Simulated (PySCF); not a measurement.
# Si₅H₁₂O: electronic excitations at several levels of theory, part 2 of 2

PySCF 2.14.0. Atoms count from 0. Earlier steps stand in the parts before.

## 5. TDDFT and polarisability: LC-wPBE/def2-SVPD

Job settings and geometry (Å):

```
{"job": {"kind": "uv", "xc": "LC-wPBE", "basis": "def2-SVPD", "ip": true}, "charge": 0, "multiplicity": 1}
Si    -1.293761     2.083839     0.083232
O     -0.706808     0.831627     1.004444
Si    -0.397613    -0.806127     0.840166
Si    -2.265032    -1.899534    -0.075975
Si     1.492533    -1.016338    -0.543423
Si     2.870866     0.812303    -0.035907
H     -2.768271     1.931184    -0.107018
H     -1.005508     3.362064     0.789076
H     -0.638310     2.086394    -1.261287
H     -0.079194    -1.346742     2.196448
H     -2.573881    -1.292200    -1.408854
H     -1.949816    -3.349139    -0.269953
H     -3.471966    -1.771835     0.798266
H      2.198624    -2.311426    -0.286008
H      1.096984    -0.968015    -1.987766
H      4.153868     0.770620    -0.802915
H      3.178001     0.809717     1.427097
H      2.151425     2.079510    -0.371757
```

Level: TDDFT LC-wPBE/def2-SVPD, vertical, gas phase, core orbitals frozen in the response.

Output:

```text
coarse grid: 16648 points
cycle   1  E = -1528.5748800612  dE = -2.637e-01  |g| = 7.201e-01  |ddm| = 4.779e+00
cycle   2  E = -1528.5558375621  dE =  1.904e-02  |g| = 8.664e-01  |ddm| = 1.743e+00
cycle   3  E = -1528.6950125554  dE = -1.392e-01  |g| = 6.200e-02  |ddm| = 8.670e-01
cycle   4  E = -1528.6965971445  dE = -1.585e-03  |g| = 1.669e-02  |ddm| = 2.277e-01
cycle   5  E = -1528.6967248845  dE = -1.277e-04  |g| = 3.040e-03  |ddm| = 6.705e-02
cycle   6  E = -1528.6967314723  dE = -6.588e-06  |g| = 9.799e-04  |ddm| = 1.653e-02
final grid: 135304 points
cycle   7  E = -1528.9550681060  dE = -2.967e-05  |g| = 2.249e-03  |ddm| = 6.597e-02
cycle   8  E = -1528.9550693276  dE = -1.222e-06  |g| = 1.225e-03  |ddm| = 7.566e-03
cycle   9  E = -1528.9550699196  dE = -5.920e-07  |g| = 6.287e-04  |ddm| = 2.088e-03
cycle  10  E = -1528.9550697819  dE =  1.377e-07  |g| = 1.421e-04  |ddm| = 1.122e-03
cycle  11  E = -1528.9550697936  dE = -1.168e-08  |g| = 2.785e-05  |ddm| = 5.857e-04
cycle  12  E = -1528.9550697941  dE = -5.252e-10  |g| = 6.869e-06  |ddm| = 1.118e-04
converged SCF energy = -1528.9550697941

Static polarisability (au): isotropic 146.485, principal 122.312 140.254 176.887

Singlet excitations
state   eV       nm        f      main configurations
  1   5.7597    215.3   0.06414   H->L 0.85
  2   6.5728    188.6   0.22057   H->L+1 0.60, H->L+5 0.11, H->L+3 0.10
  3   6.8254    181.7   0.02539   H-1->L 0.82
  4   7.0443    176.0   0.14678   H->L+2 0.36, H->L+4 0.19, H->L+6 0.12
  5   7.3216    169.3   0.05972   H->L+3 0.43, H->L+2 0.30
  6   7.4541    166.3   0.08183   H-2->L 0.57
  7   7.6537    162.0   0.01474   H->L+6 0.25, H->L+3 0.15, H->L+5 0.10
  8   7.7504    160.0   0.01599   H->L+4 0.22, H->L+7 0.16, H->L+8 0.15
  9   7.8305    158.3   0.04915   H-3->L 0.23, H->L+5 0.14, H-2->L+1 0.09
 10   7.9231    156.5   0.19842   H-1->L+1 0.40

Triplet excitations (Tamm-Dancoff, eV): 5.0247 5.7022 5.9729 6.2645
Vertical ionisation energy (delta-SCF) = 9.2945 eV
```

Run time: 3.7 min. Hardware: 1 thread, shared host.

In short: HOMO -9.84 eV, LUMO 1.09 eV; lowest singlet 5.76 eV.

## 6. TDDFT and polarisability: PBE0/6-31G*

Settings changed since step 5:

```diff
@@ -1,2 +1,2 @@
-{"job": {"kind": "uv", "xc": "LC-wPBE", "basis": "def2-SVPD", "ip": true}, "charge": 0, "multiplicity": 1}
+{"job": {"kind": "uv", "xc": "PBE0", "basis": "6-31G*"}, "charge": 0, "multiplicity": 1}
 Si    -1.293761     2.083839     0.083232
```

Level: TDDFT PBE0/6-31G*, vertical, gas phase, core orbitals frozen in the response.

Output:

```text
coarse grid: 16648 points
cycle   1  E = -1529.1511705653  dE = -1.268e-01  |g| = 7.044e-01  |ddm| = 3.542e+00
cycle   2  E = -1528.8854995789  dE =  2.657e-01  |g| = 1.333e+00  |ddm| = 1.959e+00
cycle   3  E = -1529.2472508830  dE = -3.618e-01  |g| = 5.563e-02  |ddm| = 1.492e+00
cycle   4  E = -1529.2480181743  dE = -7.673e-04  |g| = 2.368e-02  |ddm| = 1.292e-01
cycle   5  E = -1529.2482477520  dE = -2.296e-04  |g| = 2.998e-03  |ddm| = 4.605e-02
cycle   6  E = -1529.2482510300  dE = -3.278e-06  |g| = 7.547e-04  |ddm| = 5.478e-03
final grid: 135304 points
cycle   7  E = -1529.1600567511  dE = -5.434e-06  |g| = 4.381e-03  |ddm| = 1.380e-02
cycle   8  E = -1529.1600499010  dE =  6.850e-06  |g| = 7.377e-03  |ddm| = 1.040e-02
cycle   9  E = -1529.1600604367  dE = -1.054e-05  |g| = 2.361e-04  |ddm| = 6.606e-03
cycle  10  E = -1529.1600604548  dE = -1.813e-08  |g| = 5.593e-05  |ddm| = 4.199e-04
cycle  11  E = -1529.1600604560  dE = -1.236e-09  |g| = 1.390e-05  |ddm| = 1.127e-04
cycle  12  E = -1529.1600604561  dE = -8.458e-11  |g| = 2.389e-06  |ddm| = 2.779e-05
converged SCF energy = -1529.1600604561

Static polarisability (au): isotropic 127.618, principal 101.870 120.112 160.871

Singlet excitations
state   eV       nm        f      main configurations
  1   5.3725    230.8   0.05383   H->L 0.95
  2   6.2753    197.6   0.00701   H-1->L 0.96
  3   6.3679    194.7   0.23585   H->L+1 0.82
  4   6.6783    185.7   0.08457   H-2->L 0.64, H->L+2 0.25
  5   6.7037    184.9   0.02988   H->L+3 0.48, H->L+2 0.41
  6   6.8200    181.8   0.28030   H->L+3 0.39, H->L+2 0.31, H-2->L 0.18
  7   7.2037    172.1   0.01756   H->L+4 0.61, H-3->L 0.20
  8   7.3151    169.5   0.03943   H-1->L+1 0.74, H->L+4 0.12
  9   7.4254    167.0   0.02486   H-3->L 0.60, H->L+4 0.16, H-2->L+1 0.08
 10   7.4532    166.4   0.01951   H->L+5 0.66, H-4->L 0.08

Triplet excitations (Tamm-Dancoff, eV): 4.8319 5.6309 5.7702 6.0866
```

It took 19 s on 1 thread, shared host.

In short: HOMO -7.32 eV, LUMO -0.76 eV; lowest singlet 5.37 eV.

## 7. Ultraviolet spectrum: PBE0/def2-SVP

Settings changed since step 6:

```diff
@@ -1,2 +1,2 @@
-{"job": {"kind": "uv", "xc": "PBE0", "basis": "6-31G*"}, "charge": 0, "multiplicity": 1}
+{"job": {"kind": "uv", "xc": "PBE0", "basis": "def2-SVP"}, "charge": 0, "multiplicity": 1}
 Si    -1.293761     2.083839     0.083232
```

Level: TDDFT PBE0/def2-SVP, vertical, gas phase, core orbitals frozen in the response.

Output:

```text
coarse grid: 16648 points
cycle   1  E = -1528.4493573099  dE = -1.547e-01  |g| = 7.041e-01  |ddm| = 3.807e+00
cycle   2  E = -1528.1885503084  dE =  2.608e-01  |g| = 1.325e+00  |ddm| = 1.860e+00
cycle   3  E = -1528.5448080199  dE = -3.563e-01  |g| = 6.414e-02  |ddm| = 1.396e+00
cycle   4  E = -1528.5458112420  dE = -1.003e-03  |g| = 2.747e-02  |ddm| = 1.430e-01
cycle   5  E = -1528.5461113773  dE = -3.001e-04  |g| = 3.927e-03  |ddm| = 5.127e-02
cycle   6  E = -1528.5461170097  dE = -5.632e-06  |g| = 9.325e-04  |ddm| = 7.109e-03
final grid: 135304 points
cycle   7  E = -1528.7394411062  dE = -6.058e-06  |g| = 5.543e-03  |ddm| = 1.808e-02
cycle   8  E = -1528.7394299468  dE =  1.116e-05  |g| = 9.395e-03  |ddm| = 1.244e-02
cycle   9  E = -1528.7394468823  dE = -1.694e-05  |g| = 2.862e-04  |ddm| = 8.097e-03
cycle  10  E = -1528.7394469112  dE = -2.887e-08  |g| = 5.874e-05  |ddm| = 5.001e-04
cycle  11  E = -1528.7394469126  dE = -1.396e-09  |g| = 1.568e-05  |ddm| = 1.172e-04
cycle  12  E = -1528.7394469127  dE = -9.459e-11  |g| = 3.326e-06  |ddm| = 3.183e-05
converged SCF energy = -1528.7394469127

Static polarisability (au): isotropic 136.545, principal 112.161 129.436 168.037

Singlet excitations
state   eV       nm        f      main configurations
  1   5.4013    229.5   0.06198   H->L 0.95
  2   6.2661    197.9   0.12175   H->L+1 0.58, H-1->L 0.33
  3   6.2918    197.1   0.07193   H-1->L 0.64, H->L+1 0.28
  4   6.6776    185.7   0.03698   H-2->L 0.79, H->L+2 0.14
  5   6.7228    184.4   0.16325   H->L+2 0.77, H-2->L 0.09
  6   6.9678    177.9   0.09719   H->L+3 0.88
  7   7.2339    171.4   0.00993   H-1->L+1 0.74, H-3->L 0.11
  8   7.3002    169.8   0.03050   H->L+4 0.41, H-3->L 0.39, H-1->L+1 0.10
  9   7.3915    167.7   0.02056   H-2->L+1 0.73, H-4->L 0.10
 10   7.4428    166.6   0.02374   H->L+4 0.45, H-3->L 0.40

Triplet excitations (Tamm-Dancoff, eV): 4.7910 5.5092 5.7119 6.0655
```

It took 27 s on 1 thread, shared host.

Key values: HOMO -7.43 eV, LUMO -0.85 eV; lowest singlet 5.40 eV.

## 8. Excited states and response: PBE0/def2-TZVP

Settings changed since step 7:

```diff
@@ -1,2 +1,2 @@
-{"job": {"kind": "uv", "xc": "PBE0", "basis": "def2-SVP"}, "charge": 0, "multiplicity": 1}
+{"job": {"kind": "uv", "xc": "PBE0", "basis": "def2-TZVP"}, "charge": 0, "multiplicity": 1}
 Si    -1.293761     2.083839     0.083232
```

With the program's defaults for keys left out, this is: TDDFT PBE0/def2-TZVP, vertical, gas phase, core orbitals frozen in the response.

Output:

```text
coarse grid: 16648 points
cycle   1  E = -1529.2438931321  dE = -1.548e-01  |g| = 7.704e-01  |ddm| = 3.047e+00
cycle   2  E = -1528.9403632211  dE =  3.035e-01  |g| = 1.449e+00  |ddm| = 1.198e+00
cycle   3  E = -1529.3453940058  dE = -4.050e-01  |g| = 9.424e-02  |ddm| = 9.239e-01
cycle   4  E = -1529.3472055495  dE = -1.812e-03  |g| = 3.046e-02  |ddm| = 9.727e-02
cycle   5  E = -1529.3474523428  dE = -2.468e-04  |g| = 7.090e-03  |ddm| = 3.545e-02
cycle   6  E = -1529.3474686982  dE = -1.636e-05  |g| = 1.370e-03  |ddm| = 7.500e-03
cycle   7  E = -1529.3474692303  dE = -5.321e-07  |g| = 3.645e-04  |ddm| = 1.504e-03
final grid: 135304 points
cycle   8  E = -1529.3454736919  dE = -1.709e-05  |g| = 5.411e-03  |ddm| = 1.891e-02
cycle   9  E = -1529.3454637709  dE =  9.921e-06  |g| = 9.134e-03  |ddm| = 7.182e-03
cycle  10  E = -1529.3454784838  dE = -1.471e-05  |g| = 4.881e-04  |ddm| = 4.713e-03
cycle  11  E = -1529.3454785253  dE = -4.155e-08  |g| = 6.835e-05  |ddm| = 3.423e-04
cycle  12  E = -1529.3454785263  dE = -9.813e-10  |g| = 2.565e-05  |ddm| = 8.176e-05
converged SCF energy = -1529.3454785263

Static polarisability (au): isotropic 147.491, principal 120.487 139.559 182.428

Singlet excitations
state   eV       nm        f      main configurations
  1   5.1480    240.8   0.05105   H->L 0.95
  2   6.0223    205.9   0.17788   H->L+1 0.81, H->L+2 0.09
  3   6.0935    203.5   0.01073   H-1->L 0.94
  4   6.3338    195.8   0.08691   H->L+2 0.81
  5   6.4152    193.3   0.05523   H-2->L 0.59, H->L+3 0.35
  6   6.5540    189.2   0.16713   H->L+3 0.60, H-2->L 0.27
  7   6.8909    179.9   0.00932   H->L+5 0.72, H-1->L+1 0.17
  8   6.9277    179.0   0.06528   H->L+4 0.80
  9   7.0686    175.4   0.00345   H-1->L+1 0.39, H->L+6 0.23, H->L+5 0.16
 10   7.0771    175.2   0.01548   H->L+6 0.65, H-1->L+1 0.15

Triplet excitations (Tamm-Dancoff, eV): 4.5309 5.2333 5.4866 5.7209
```

Wall time 82 s (1 thread, shared host).

In short: HOMO -7.39 eV, LUMO -1.06 eV; lowest singlet 5.15 eV.

## 9. Run by run: electronic excitations

Excitations and ground-state properties, with basis size and wall time:

```
                run  lowest singlet (eV)  brightest (eV)      f  gap (eV)  α (Å³)  μ (D)  functions     time
CAM-B3LYP/def2-SVPD                 5.51            6.34  0.213      8.68   22.19   0.40        239    3 min
  wB97X-D/def2-SVPD                 5.51            6.33  0.193      9.85   22.20   0.38        239  2.8 min
  LC-wPBE/def2-SVPD                 5.76            6.57  0.221     10.94   21.71   0.41        239  3.7 min
        PBE0/6-31G*                 5.37            6.82  0.280      6.56   18.91   0.38        128     19 s
      PBE0/def2-SVP                 5.40            6.72  0.163      6.58   20.23   0.39        164     27 s
     PBE0/def2-TZVP                 5.15            6.02  0.178      6.33   21.86   0.30        288     82 s
```

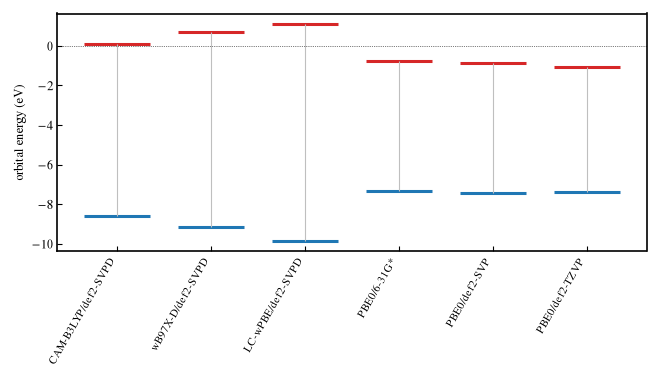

HOMO (blue) and LUMO (red) run by run.

## 10. What came out

This closing draws on all 2 parts.

| quantity | value |
| --- | --- |
| point group | C1 |
| rotational constants (main isotopes) | 1.33, 0.78, 0.55 GHz |
| lowest singlet (CAM-B3LYP/def2-SVPD) | 5.51 eV (225 nm), f = 0.055 |
| brightest single state of those computed | state 2, 6.34 eV, f = 0.213 |
| lowest triplet | 4.94 eV |
| vertical ionisation energy (ΔSCF) | 9.11 eV |
| range of the lowest singlet | 5.15 to 5.76 eV |

**Reading.** Single values in the summary come from the first run of each kind that ended normally (CAM-B3LYP/def2-SVPD), which need not be the best level. Relaxing lowered the energy by 0.449 eV in 12 steps; the close pair that moved most is Si0–O1, from 1.609 to 1.662 Å. The first singlet state (HOMO→LUMO 0.91) lies at 5.51 eV and is bright; of the 10 states computed, the strongest absorption comes from state 2 at 6.34 eV (the last state computed is bright too, and its partners may lie past the list). The lowest triplet lies 0.57 eV below the lowest singlet (triplets in Tamm-Dancoff, singlets in full TDDFT). ΔSCF puts the ionisation energy at 9.11 eV, 0.51 eV above −ε(HOMO). The lowest singlet runs from 5.15 eV (PBE0/def2-TZVP) to 5.76 eV (LC-wPBE/def2-SVPD), while the orbital gap spans 6.33 to 10.94 eV. The lowest state need not be the same one in every run.
